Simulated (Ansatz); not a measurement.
**Nudged elastic band, with input and output: CH4BClSi**

CH4BClSi, SMILES CB=[SiH]Cl, computed with RKS PBE/def2-mTZVP (Ansatz 0.2.0).

One setting was made poor on purpose. It belongs to a series of runs on one base structure; here: band between the two ends. Figures and captions count atoms from 1; the log counts them from 0 in places.

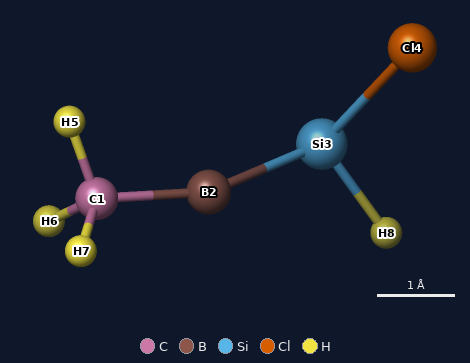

The starting structure (ball-and-stick view, seen at a tilt; atoms are numbered from 1 in the order of the input). Bond lengths as drawn: B–C 1.52 Å, B–Si 1.91 Å, Cl–Si 2.12 Å, C–H 1.10 to 1.11 Å and H–Si 1.50 Å.

### Input
```yaml
crystal:
  periodic: [false, false, false]
  atoms:
    - { symbol: C, position_ang: [-0.011293, 1.4618, -0.310188] }
    - { symbol: B, position_ang: [0.226506, -0.006649, 0.011088] }
    - { symbol: Si, position_ang: [-0.204787, -1.706765, 0.759553] }
    - { symbol: Cl, position_ang: [-0.659749, -3.048308, -0.817017] }
    - { symbol: H, position_ang: [-0.953885, 1.561007, -0.882453] }
    - { symbol: H, position_ang: [-0.168139, 2.045744, 0.61572] }
    - { symbol: H, position_ang: [0.793279, 1.939114, -0.89031] }
    - { symbol: H, position_ang: [0.97808, -2.245944, 1.513617] }
basis:
  gaussian: { orbitals: def2-mTZVP }
hamiltonian:
  xc: pbe
neb:
  order_check: false
  images: 3
  f_tol: 0.03
  max_iterations: 60
  climbing: false
  final_atoms:
    - { symbol: C, position_ang: [-0.05078807, 1.45336742, -0.34500209] }
    - { symbol: B, position_ang: [0.17558573, -0.03756499, -0.13811782] }
    - { symbol: Si, position_ang: [0.14456365, -1.67178446, 0.84404903] }
    - { symbol: Cl, position_ang: [-1.35200801, -2.93140917, 0.027531] }
    - { symbol: H, position_ang: [0.23184458, 1.82547326, -1.3416328] }
    - { symbol: H, position_ang: [-1.12001562, 1.68782437, -0.17897118] }
    - { symbol: H, position_ang: [0.49873499, 2.03943504, 0.41515626] }
    - { symbol: H, position_ang: [1.47209475, -2.36534247, 0.71699759] }
  initial_path:
    images:
      - { positions_ang: [[-0.011293, 1.4618, -0.310188], [0.226506, -0.006649, 0.011088], [-0.204787, -1.706765, 0.759553], [-0.659749, -3.048308, -0.817017], [-0.953885, 1.561007, -0.882453], [-0.168139, 2.045744, 0.61572], [0.793279, 1.939114, -0.89031], [0.97808, -2.245944, 1.513617]] }
      - { positions_ang: [[-0.03296593, 1.47962318, -0.30765363], [0.25680218, -0.01108259, -0.1167111], [0.01933805, -1.68646083, 0.64042131], [-0.95589616, -3.01076319, -0.41685393], [-0.63818138, 1.63630105, -1.1125635], [-0.54255553, 1.91639611, 0.45629466], [0.77903492, 2.05633243, -0.47272809], [1.11443585, -2.38034716, 1.32980429]] }
      - { positions_ang: [[-0.05463887, 1.49744635, -0.30511927], [0.28709836, -0.01551619, -0.24451019], [0.24346311, -1.66615667, 0.52128961], [-1.25204332, -2.97321837, -0.01669087], [-0.32247775, 1.7115951, -1.342674], [-0.91697205, 1.78704822, 0.29686932], [0.76479084, 2.17355087, -0.05514618], [1.25079169, -2.51475032, 1.14599158]] }
      - { positions_ang: [[-0.05271347, 1.47540689, -0.32506068], [0.23134205, -0.02654059, -0.19131401], [0.19401338, -1.66897056, 0.68266932], [-1.30202566, -2.95231377, 0.00542007], [-0.04531659, 1.76853418, -1.3421534], [-1.01849383, 1.7374363, 0.05894907], [0.63176292, 2.10649295, 0.18000504], [1.36144322, -2.4400464, 0.93149459]] }
      - { positions_ang: [[-0.05078807, 1.45336742, -0.34500209], [0.17558573, -0.03756499, -0.13811782], [0.14456365, -1.67178446, 0.84404903], [-1.35200801, -2.93140917, 0.027531], [0.23184458, 1.82547326, -1.3416328], [-1.12001562, 1.68782437, -0.17897118], [0.49873499, 2.03943504, 0.41515626], [1.47209475, -2.36534247, 0.71699759]] }
```

Machine: 2 threads of AMD EPYC (Zen 3), 24 GiB of memory available, shared host.

Run as:
```bash
ansatz run input.yaml --threads 2 --pin off --max-ram 3072MiB --backend cpu --events-out ev --progress --plain --runs-dir out
```

### What the program printed
```
Engine: ansatz 0.2.0, x86_64-unknown-linux-gnu
Functional definition: PBE
  parameter kappa = 0.804
  parameter beta = 0.06672455060314922
  exchange = pbe_x(kappa = kappa, mu = beta*pi^2/3)
  correlation = pbe_c(beta = beta)
977 factors; their error is unknown
mean field evaluation 1: about -22156.5632 eV, gradient 6.2e1 eV
mean field evaluation 2: about -22135.1887 eV, gradient 9.4e1 eV
mean field evaluation 4: about -22164.6889 eV, gradient 1.9e1 eV
mean field evaluation 8: about -22166.3754 eV, gradient 1.1e-1 eV
mean field evaluation 16: about -22166.3379 eV, gradient 3.5e-3 eV
mean field -22166.33789048 eV, -814.5978925918 hartree, gradient 4.0e-5 eV, S^2 0.000000; 1 other end points of the search recorded, 0 dependent functions left out
the calculation of the forces begins
reference -22166.33793370 eV, -814.5978941799 hartree; 23, 23 occupied and 71, 71 virtual orbitals, 977 factors
977 factors; their error is unknown
mean field evaluation 32: about -22166.3756 eV, gradient 1.1e-1 eV
mean field -22166.33788308 eV, -814.5978923196 hartree, gradient 3.7e-5 eV, S^2 0.000000; 1 other end points of the search recorded, 0 dependent functions left out
[... from here on the field's lines of each further geometry are left out, up to the last ...]
NEB iter   1: max|band force component| = 3.353e0 eV/Å  barrier→ = 0.7533 eV  barrier← = 0.7533 eV  Δτ_max = 0.1950 Å  (210 SCF iters)
NEB iter   2: max|band force component| = 8.311e-1 eV/Å  barrier→ = 0.1910 eV  barrier← = 0.1910 eV  Δτ_max = 0.1473 Å  (92 SCF iters)
NEB iter   3: max|band force component| = 3.601e-1 eV/Å  barrier→ = 0.0871 eV  barrier← = 0.0871 eV  Δτ_max = 0.1879 Å  (92 SCF iters)
NEB iter   4: max|band force component| = 2.016e-1 eV/Å  barrier→ = 0.0321 eV  barrier← = 0.0321 eV  Δτ_max = 0.0842 Å  (98 SCF iters)
NEB iter   5: max|band force component| = 1.761e-1 eV/Å  barrier→ = 0.0270 eV  barrier← = 0.0270 eV  Δτ_max = 0.0369 Å  (95 SCF iters)
NEB iter   6: max|band force component| = 7.681e-2 eV/Å  barrier→ = 0.0185 eV  barrier← = 0.0185 eV  Δτ_max = 0.0308 Å  (97 SCF iters)
the calculation of the forces begins
reference -22166.33309347 eV, -814.5977163048 hartree; 23, 23 occupied and 71, 71 virtual orbitals, 977 factors
977 factors; their error is unknown
mean field evaluation 320: about -22166.3570 eV, gradient 9.5e-1 eV
mean field -22166.32127064 eV, -814.5972818237 hartree, gradient 9.9e-6 eV, S^2 0.000000; 2 other end points of the search recorded, 0 dependent functions left out
the calculation of the forces begins
reference -22166.32131376 eV, -814.5972834085 hartree; 23, 23 occupied and 71, 71 virtual orbitals, 977 factors
NEB iter   7: max|band force component| = 2.836e-2 eV/Å  barrier→ = 0.0166 eV  barrier← = 0.0166 eV  Δτ_max = 0.0000 Å  (294 SCF iters)
```

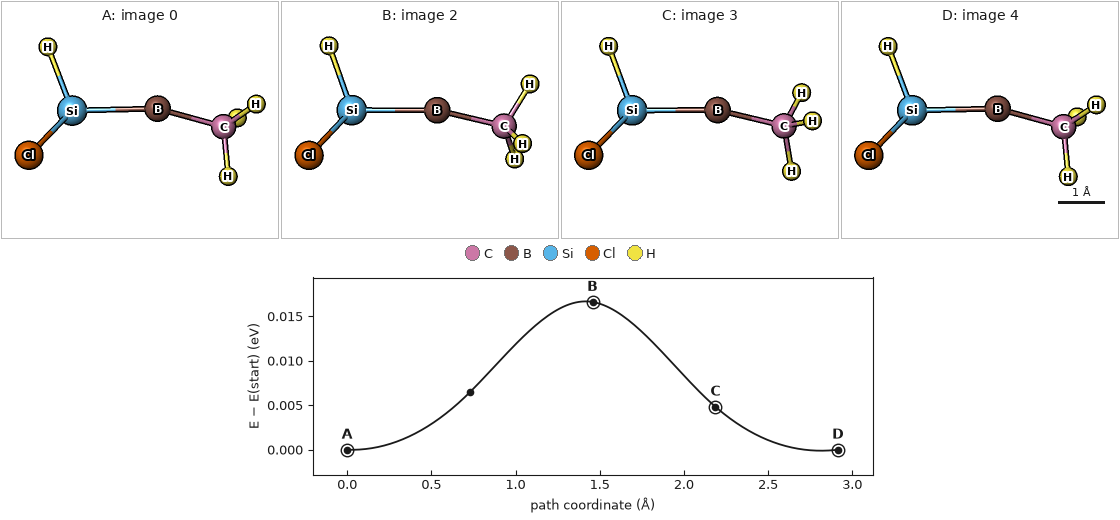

Images of the last band (counted from 0; ball-and-stick, seen at a tilt) above the energy along the path; the line is a cubic interpolation that uses the forces. The highest image is number 2, 0.017 eV above the start and 0.017 eV above the end; start and end have the same energy. The path is 2.92 Å long. The band converged in 7 iterations.

```
Total energy: -22166.32131376 eV, -814.5972834085 hartree
Atom 0 at    -0.075386     1.462177    -0.290701 Å, force     0.013167     0.003232    -0.012584 eV/Å
Atom 1 at     0.141649    -0.017979    -0.010081 Å, force     0.009076     0.017076    -0.012318 eV/Å
Atom 2 at    -0.008197    -1.707298     0.853453 Å, force    -0.010076    -0.012900     0.028437 eV/Å
Atom 3 at    -1.112867    -3.007462    -0.403739 Å, force    -0.005685    -0.011242    -0.005955 eV/Å
Atom 4 at    -0.446498     1.586997    -1.325124 Å, force     0.000475     0.008327     0.002950 eV/Å
Atom 5 at    -0.760496     1.989372     0.390894 Å, force    -0.007846    -0.005867     0.004846 eV/Å
Atom 6 at     0.900185     1.983479    -0.273831 Å, force    -0.005134     0.006162    -0.001282 eV/Å
Atom 7 at     1.361623    -2.289288     1.059137 Å, force     0.006023    -0.004789    -0.004094 eV/Å
Dipole moment:     0.174987     0.787080    -0.013389 e Å
this run last wrote the band of iteration 7 to [file]
```

### The last band as extended XYZ (Å, eV, eV/Å)
```
8
Properties=species:S:1:pos:R:3:forces:R:3 image=0 energy=-22166.33789
C    -0.0113    1.4618   -0.3102   -0.0030   0.0040   0.0009
B     0.2265   -0.0066    0.0111   -0.0010  -0.0026  -0.0004
Si   -0.2048   -1.7068    0.7596   -0.0025   0.0038  -0.0013
Cl   -0.6597   -3.0483   -0.8170    0.0006  -0.0005   0.0001
H    -0.9539    1.5610   -0.8825    0.0043  -0.0005   0.0026
H    -0.1681    2.0457    0.6157    0.0008  -0.0030  -0.0038
H     0.7933    1.9391   -0.8903   -0.0014  -0.0004   0.0010
H     0.9781   -2.2459    1.5136    0.0023  -0.0009   0.0009
8
Properties=species:S:1:pos:R:3:forces:R:3 image=1 energy=-22166.33142
C    -0.0247    1.4693   -0.2762    0.0053   0.0022  -0.0130
B     0.2091   -0.0030    0.0267    0.0039  -0.0045   0.0082
Si   -0.1114   -1.7083    0.8163   -0.0012   0.0029  -0.0021
Cl   -0.9202   -3.0088   -0.6489    0.0047   0.0023  -0.0061
H    -0.7272    1.4961   -1.1352   -0.0113  -0.0029   0.0031
H    -0.5004    2.0441    0.5342    0.0016  -0.0001   0.0118
H     0.8831    1.9955   -0.6119    0.0020   0.0043  -0.0095
H     1.1915   -2.2848    1.2950   -0.0051  -0.0043   0.0076
8
Properties=species:S:1:pos:R:3:forces:R:3 image=2 energy=-22166.32127
C    -0.0754    1.4622   -0.2907    0.0132   0.0032  -0.0126
B     0.1416   -0.0180   -0.0101    0.0091   0.0171  -0.0123
Si   -0.0082   -1.7073    0.8535   -0.0101  -0.0129   0.0284
Cl   -1.1129   -3.0075   -0.4037   -0.0057  -0.0112  -0.0060
H    -0.4465    1.5870   -1.3251    0.0005   0.0083   0.0029
H    -0.7605    1.9894    0.3909   -0.0078  -0.0059   0.0048
H     0.9002    1.9835   -0.2738   -0.0051   0.0062  -0.0013
H     1.3616   -2.2893    1.0591    0.0060  -0.0048  -0.0041
8
Properties=species:S:1:pos:R:3:forces:R:3 image=3 energy=-22166.33305
C    -0.0896    1.4525   -0.3375    0.0106   0.0025   0.0043
B     0.1286   -0.0340   -0.0985   -0.0065  -0.0019  -0.0073
Si    0.0676   -1.6826    0.8547   -0.0125  -0.0053   0.0023
Cl   -1.2332   -3.0033   -0.1737   -0.0003   0.0005   0.0097
H    -0.0966    1.7271   -1.4043    0.0085   0.0049  -0.0085
H    -0.9890    1.8639    0.1489   -0.0102  -0.0030  -0.0003
H     0.7772    1.9795    0.1120   -0.0015   0.0019   0.0068
H     1.4350   -2.3031    0.8985    0.0117   0.0004  -0.0070
8
Properties=species:S:1:pos:R:3:forces:R:3 image=4 energy=-22166.33788
C    -0.0508    1.4534   -0.3450   -0.0048  -0.0027   0.0057
B     0.1756   -0.0376   -0.1381   -0.0033   0.0050   0.0008
Si    0.1446   -1.6718    0.8440   -0.0016   0.0014  -0.0004
Cl   -1.3520   -2.9314    0.0275    0.0074   0.0022   0.0014
H     0.2318    1.8255   -1.3416   -0.0001  -0.0001   0.0018
H    -1.1200    1.6878   -0.1790    0.0088  -0.0008  -0.0022
H     0.4987    2.0394    0.4152   -0.0024  -0.0020  -0.0051
H     1.4721   -2.3653    0.7170   -0.0041  -0.0031  -0.0019
```

### Results in brief

```tsv
quantity	value
outcome	converged
barrier, forward	0.017 eV
barrier, backward	0.017 eV
wall time	30 s (CPU time 57 s)
peak memory	0.19 GiB
```

### Notes

A deliberately poor setting: few images. The order of the saddle point was not checked.
